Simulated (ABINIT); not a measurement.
# A GW chain in ABINIT: SiO2 (Quartz), part 3 of 3

Aim: the G0W0 gap of SiO2 (Quartz) on PBE, step by step.

ABINIT 10.8.3; PBE and many-body steps on it, plane waves. Known limits of the many-body steps: not at the basis limit; coarse k mesh.

So far. Step 4 (Empty states on the mesh, 3×3×2 mesh, 462 bands): On this mesh the gap is 6.038 eV. Step 5 (Screening, 3×3×2 mesh, 420 bands, screening to 274.8 eV): Local fields lower ε∞ by 9 %. On a Γ-centred mesh this coarse the value itself is usually too large, while a short band sum pulls it down.

**6. Self-energy, 3×3×2 mesh, 420 bands, screening to 274.8 eV**

The self-energy is evaluated for the states that the input lists, and the levels follow from it, in one-shot runs by the linearised quasiparticle equation.

This step: G0W0 on PBE, plane waves, norm-conserving pseudopotentials.

run.abi

```
acell 3*1.0 Angstrom
rprim 
  4.915799999986 0.000000000003 0.000000000000
  -2.457899999996 4.257207679910 0.000000000000
  0.000000000000 0.000000000000 5.409100000000
ntypat 2
znucl 14 8
natom 9
typat 1 1 1 2 2 2 2 2 2
xred 
  0.530300000000 0.000000000000 0.333333333333
  0.000000000000 0.530300000000 0.666666666667
  0.469700000000 0.469700000000 -0.000000000000
  0.146200000000 0.414200000000 0.881000000000
  0.585800000000 0.732000000000 0.214333333333
  0.268000000000 0.853800000000 0.547666666667
  0.414200000000 0.146200000000 0.119000000000
  0.732000000000 0.585800000000 0.785666666667
  0.853800000000 0.268000000000 0.452333333333
pp_dirpath "pseudos"
pseudos "Si.upf, O.upf"
ecut 36
ngkpt 3 3 2
nshiftk 1
shiftk 0 0 0
kptopt 1
chksymbreak 0
istwfk *1
occopt 1
irdwfk 1
optdriver 4
nband 420
gwcalctyp 0
ecutsigx 36
symsigma 1
nkptgw 3
kptgw 
  0.3333333333 0.3333333333 0.0000000000
  0.0000000000 0.0000000000 0.0000000000
  0.0000000000 0.0000000000 0.5000000000
bdgw 
  22 26
  23 27
  22 26
ecuteps 10.1
irdscr 1
ppmodel 1
indata_prefix "in"
outdata_prefix "out"
tmpdata_prefix "tmp"
```

On the command line:

```
OMP_NUM_THREADS=1 mpirun -n 4 abinit run.abi > log
```

Numbers of over 12 decimals in the logs are rounded to 6 here.

What it wrote:

```text
.Version 10.8.3 of ABINIT. v10.8.2 released Aug 2026.

 Symmetries : space group P3_1 2 1 (#152); Bravais hP (primitive hexag.)
[... echo of the input left out ...]
== DATASET  1 ==================================================================
-   mpi_nproc: 4, omp_nthreads: 1 (-1 if OMP is not activated)

--- !DatasetInfo
iteration_state: {dtset: 1, }
dimensions: {natom: 9, nkpt: 6, mband: 420, nsppol: 1, nspinor: 1, nspden: 1, mpw: 7935, }
cutoff_energies: {ecut:  36.0, pawecutdg:  -1.0, }
electrons: {nelect:   4.80000000E+01, charge:   0.00000000E+00, occopt:   1.00000000E+00, tsmear:   1.00000000E-02, }

 SIGMA: Calculation of the GW corrections

 Based on a program developped by R.W. Godby, V. Olevano, G. Onida, and L. Reining.
 Incorporated in ABINIT by V. Olevano, G.-M. Rignanese, and M. Torrent.
.Using double precision arithmetic ; gwpc =  8

[... cell and pseudopotentials left out ...]
--------------------------------------------------------------------------------

 ==== K-mesh for the wavefunctions ====
 Number of points in the irreducible wedge :     6
[... list of points left out ...]
 Together with  6 symmetry operations and time-reversal symmetry
 yields    18 points in the full Brillouin Zone.

 ==== Q-mesh for screening function ====
 Number of points in the irreducible wedge :     6
[... list of points left out ...]
 Together with  6 symmetry operations and time-reversal symmetry
 yields    18 points in the full Brillouin Zone.

 vcoul_init : cutoff-mode = AUXILIARY_FUNCTION
 q-points for optical limit:   1
     1)      0.000010    0.000020    0.000030
 setmesh: FFT mesh size selected  =    45x   45x   60
          total number of points  =       121500

 Number of electrons calculated from density =   48.0000; Expected =   48.0000
 average of density, n =  0.062835
 r_s =    1.5604
 omega_plasma =   24.1800 [eV]

 === KS Band Gaps ===
  >>>> For spin  1
   Minimum direct gap =   6.3514 [eV], located at k-point      :   0.0000  0.0000  0.0000
   Fundamental gap    =   6.0382 [eV], Top of valence bands at :   0.3333  0.3333  0.0000
                                       Bottom of conduction at :   0.0000  0.0000  0.0000
 SIGMA fundamental parameters:
 PLASMON POLE MODEL  1
 number of plane-waves for SigmaX                 7935
 number of plane-waves for SigmaC and W           1155
 number of plane-waves for wavefunctions          7935
 number of bands                                   420
 number of independent spin polarizations            1
 number of spinorial components                      1
 number of k-points in IBZ                           6
 number of q-points in IBZ                           6
 number of symmetry operations                       6
 number of k-points in BZ                           18
 number of q-points in BZ                           18
 number of frequencies for dSigma/dE                 9
 frequency step for dSigma/dE [eV]                0.25
 number of omega for Sigma on real axis              0
 max omega for Sigma on real axis  [eV]           0.00
 zcut for avoiding poles [eV]                     0.10

 EPSILON^-1 parameters (SCR file):
 dimension of the eps^-1 matrix on file           1155
 dimension of the eps^-1 matrix used              1155
 number of plane-waves for wavefunctions          7935
 number of bands                                   420
 number of q-points in IBZ                           6
 number of frequencies                               2
 number of real frequencies                          1
 number of imag frequencies                          1

 matrix elements of self-energy operator (all in [eV])

 Perturbative Calculation

--- !SelfEnergy_ee
iteration_state: {dtset: 1, }
kpoint     : [   0.333,    0.333,    0.000, ]
spin       : 1
KS_gap     :    8.953
QP_gap     :   12.083
Delta_QP_KS:    3.130
data: !SigmaeeData |
     Band     E0 <VxcDFT>   SigX SigC(E0)      Z dSigC/dE  Sig(E)    E-E0       E
       22  -0.238 -19.753 -25.566   3.739   0.812  -0.231 -21.438  -1.685  -1.923
       23  -0.238 -19.753 -25.566   3.739   0.812  -0.231 -21.438  -1.685  -1.923
       24   0.197 -20.113 -25.806   3.708   0.813  -0.230 -21.727  -1.614  -1.417
       25   9.150 -12.396  -7.182  -3.444   0.857  -0.167 -10.880   1.516  10.666
       26   9.150 -12.396  -7.182  -3.444   0.857  -0.167 -10.880   1.516  10.666

--- !SelfEnergy_ee
iteration_state: {dtset: 1, }
kpoint     : [   0.000,    0.000,    0.000, ]
spin       : 1
KS_gap     :    6.351
QP_gap     :    9.136
Delta_QP_KS:    2.784
data: !SigmaeeData |
     Band     E0 <VxcDFT>   SigX SigC(E0)      Z dSigC/dE  Sig(E)    E-E0       E
       23  -0.116 -19.544 -25.286   3.672   0.814  -0.229 -21.228  -1.684  -1.800
       24  -0.116 -19.544 -25.286   3.672   0.814  -0.229 -21.228  -1.684  -1.800
       25   6.235 -10.959  -6.503  -3.187   0.867  -0.153  -9.859   1.100   7.335
       26   9.528 -10.453  -5.270  -3.600   0.865  -0.157  -9.084   1.369  10.897
       27   9.528 -10.453  -5.270  -3.600   0.865  -0.157  -9.084   1.369  10.897

--- !SelfEnergy_ee
iteration_state: {dtset: 1, }
kpoint     : [   0.000,    0.000,    0.500, ]
spin       : 1
KS_gap     :    8.062
QP_gap     :   11.087
Delta_QP_KS:    3.025
data: !SigmaeeData |
     Band     E0 <VxcDFT>   SigX SigC(E0)      Z dSigC/dE  Sig(E)    E-E0       E
       22  -0.014 -19.915 -25.689   3.732   0.813  -0.231 -21.574  -1.659  -1.673
       23  -0.014 -19.915 -25.689   3.732   0.813  -0.231 -21.574  -1.659  -1.673
       24   0.108 -19.970 -25.710   3.718   0.813  -0.231 -21.613  -1.643  -1.535
       25   8.171 -12.281  -7.438  -3.235   0.859  -0.164 -10.900   1.381   9.552
       26   8.171 -12.281  -7.438  -3.235   0.859  -0.164 -10.900   1.381   9.552

== END DATASET(S) ==============================================================
================================================================================

 -outvars: echo values of variables after computation  --------
           etotal      0.0000000000E+00
            nband         420
             nkpt           6
          spgroup         152
 [... the other variables as echoed above ...]

 Calculation completed.
```

Wall time 8.6 min (4 MPI ranks of Arm Neoverse V2, shared host); peak memory 5 GiB.

Numbers from this step:

| Quantity | Value |
| --- | --- |
| G0W0 gap on the points computed | 8.752 eV |
| starting gap on the mesh | 6.038 eV |
| k of the valence top | 0.3333, 0.3333, 0 |
| k of the conduction bottom | 0, 0, 0 |
| Z at the valence top | 0.813 |
| Z at the conduction bottom | 0.867 |
| least direct G0W0 gap on the computed points | 9.135 eV |

The gap on the mesh goes from 6.04 eV to 8.75 eV, a correction of +2.71 eV.

Limits: finite bands, cutoff and mesh; coarse k mesh. v1 is the top filled band, c1 the lowest empty one. The levels before and after the correction (eV, zero at the valence-band top of each column):

|  | conduction bottom | valence top |
| --- | --- | --- |
| Kohn-Sham | 6.04 | 0.00 |
| G0W0 | 8.75 | 0.00 |

|  | level | energy (eV) |
| --- | --- | --- |
| Kohn-Sham | (0.333 0.333 0) v3-v2 | -0.436 |
| Kohn-Sham | (0.333 0.333 0) v1 | 0.000 |
| Kohn-Sham | (0.333 0.333 0) c1-c2 | 8.953 |
| Kohn-Sham | Γ v2-v1 | -0.313 |
| Kohn-Sham | Γ c1 | 6.038 |
| Kohn-Sham | Γ c2-c3 | 9.331 |
| G0W0 | (0.333 0.333 0) v3-v2 | -0.506 |
| G0W0 | (0.333 0.333 0) v1 | 0.000 |
| G0W0 | (0.333 0.333 0) c1-c2 | 12.083 |
| G0W0 | Γ v2-v1 | -0.383 |
| G0W0 | Γ c1 | 8.752 |
| G0W0 | Γ c2-c3 | 12.314 |

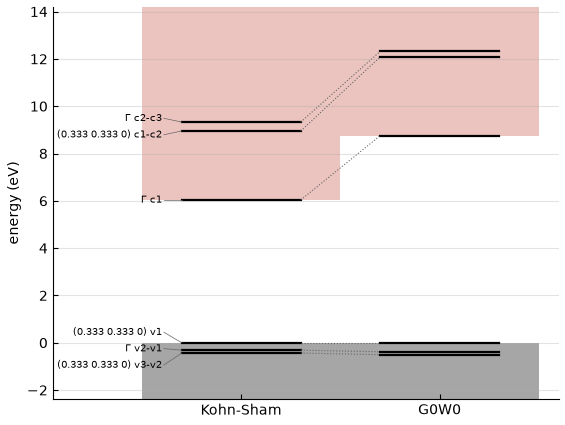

Levels before and after the correction. Shaded: valence and conduction bands.

**7. Where the time went**

Times are wall times on 4 MPI ranks of Arm Neoverse V2, shared host, good to a factor of about two.

| step | time | share | memory (GiB) |
| --- | --- | --- | --- |
| ground state | 64 s | 4 % | 0.49 |
| bands along the symmetry lines | 46 s | 3 % | 0.48 |
| empty states on the mesh | 7.5 min | 27 % | 0.75 |
| screening | 10 min | 36 % | 3.7 |
| self-energy | 8.6 min | 31 % | 5.0 |

**8. Results**

| Property | Result |
| --- | --- |
| PBE gap | 6.04 eV, indirect |
| G0W0 gap on the mesh | 8.75 eV |
| GW settings | 3×3×2 mesh, 420 bands, screening to 274.8 eV, Godby-Needs plasmon pole |
| known limits | not at the basis limit; coarse k mesh |

In words: G0W0 moves the gap on the mesh from 6.04 eV to 8.75 eV (+2.71 eV), with Z of 0.81 and 0.87 at the edges. Local fields lower the RPA ε∞ on this mesh from 2.54 to 2.32; a Γ-centred mesh this coarse tends to raise both, most where the direct gap is narrow, while a short band sum lowers them. Only 3 of the mesh's irreducible points were corrected, so a valley elsewhere could overtake. Bands and cutoff are finite, so the gap is not at the basis limit. The miss can reach some tenths of an eV and take either sign; the mesh is an error of its own. In the G0W0 run levels were corrected at 3 k points alone, so a gap called «on the mesh» is the least over those, and an edge elsewhere would be missed. The 3×3×2 mesh is coarse for this cell, which bears on the long-range parts of exchange and screening.

[Paths, hosts, dates, memory and timing lines, banners, echoed tables and standing remarks are left out of the program output.]

[Logs are printed without paths, hosts, clocks, repeated set-up lines and the standing remarks that a program may print on its own settings, such as how far it seeks lower states.]

[Runs of the session that timed out or met a known fault of the program may be left out.]

[Hosts, paths, dates, database ids (printed as entryN), source tags and the programs' standing remarks are cut or masked in the printed files.]

[G0W0 gaps are taken among the corrected bands and points alone; a level outside them can change the order at an edge.]

[Where Ansatz stands beside ABINIT at settings called matched, ABINIT's density can come from a denser mesh and the files from another edition; pairs whose starting gaps differed by over 0.03 eV were left out, so agreement reads better than it is.]
